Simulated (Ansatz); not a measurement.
**C2H4FNOSi (SMILES CO[SiH](F)C#N): density, localisation and related maps**

Input

```
crystal:
  periodic: [false, false, false]
  atoms:
    - {symbol: C, position_ang: [0.084232, -1.083189, -1.145845]}
    - {symbol: O, position_ang: [0.586712, -0.835974, 0.157184]}
    - {symbol: Si, position_ang: [0.081582, 0.261355, 1.215369]}
    - {symbol: F, position_ang: [-1.369165, -0.048255, 1.774460]}
    - {symbol: C, position_ang: [-0.080356, 1.892884, 0.352344]}
    - {symbol: N, position_ang: [-0.145765, 2.893706, -0.213161]}
    - {symbol: H, position_ang: [0.818180, -1.689659, -1.675349]}
    - {symbol: H, position_ang: [-0.067762, -0.148956, -1.694039]}
    - {symbol: H, position_ang: [-0.860421, -1.629014, -1.093014]}
    - {symbol: H, position_ang: [1.035861, 0.335804, 2.325052]}
basis:
  gaussian: {orbitals: def2-TZVPP}
hamiltonian: {xc: pbe0, dispersion: d4}
output: {orbitals: {seedname: orbitals}}
```

Command:

```sh
ansatz run in.yaml --threads 4 --pin off --events-out ev --progress --plain --max-ram 10444MiB
```

Geometry: PBE0-D4/def2-TZVP.

Computed with Ansatz, RKS PBE0-D4/def2-TZVPP.

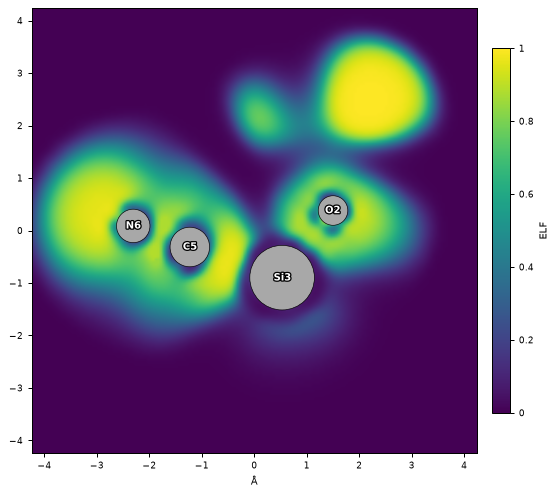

Figure 1. Electron localisation function on the plane of atoms O2, Si3 and C5. Grey discs cover the atomic cores.

### Interpret the plot.

- The plane passes through O, Si, C and N nuclei.
- C–N (1.15 Å): the ELF peaks at about 0.85 between the atoms (a short, multiple covalent bond).
- Si–O (1.61 Å): the ELF peaks at about 0.85 between the atoms; a short, strongly polar bond.
- C–Si (1.85 Å): the ELF peaks at about 0.95 between the atoms, as expected for localised, covalent bonding.
- The ELF also peaks beside N6 and O2, away from the bonds: lone-pair regions.

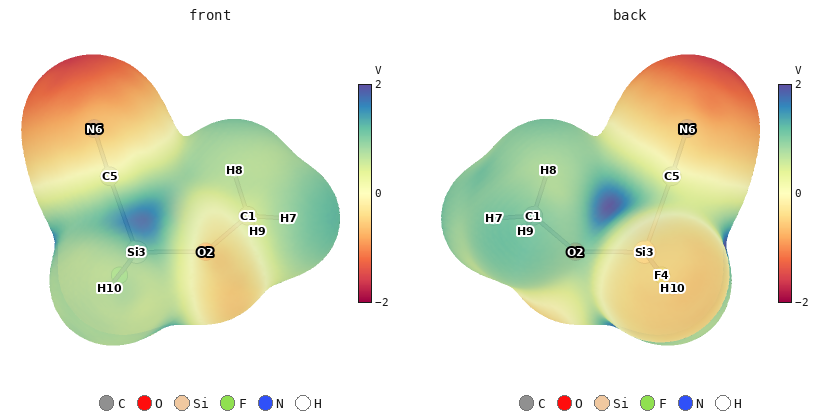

Figure 2. The electrostatic potential painted on the density surface at 0.002 e/bohr³, seen from the front and from behind; red is negative and blue positive.

### Describe the electrostatic potential map.

The most negative region (about −1.5 V) lies over N6, the most positive (about +1.9 V) over Si3. N6 is the likeliest acceptor of a hydrogen bond.

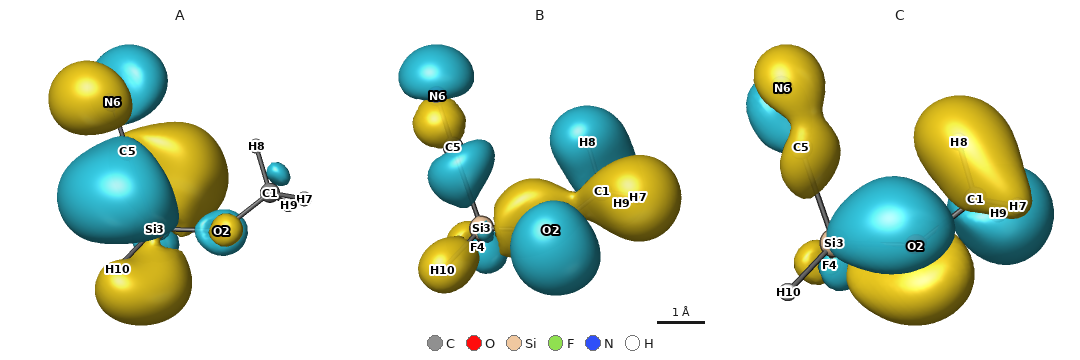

Figure 3. Three frontier orbitals at ±0.08 Å⁻³ᐟ² (yellow and cyan are the two phases), in no order.

### Which picture is the HOMO−1, the HOMO and the LUMO?

B is the HOMO−1 (−9.88 eV). It lies mainly on O2 (about 45 %), C1 (about 15 %), H7 (about 10 %), Si3 (about 5 %) and N6 (about 5 %). C is the HOMO (−9.48 eV). It lies mainly on O2 (about 50 %), C1 (about 15 %), H9 (about 10 %) and H8 (about 5 %). A is the LUMO (−0.90 eV). It lies mainly on Si3 (about 30 %), N6 (about 30 %) and C5 (about 25 %).

### What is the HOMO–LUMO gap?

8.58 eV between the orbital energies.
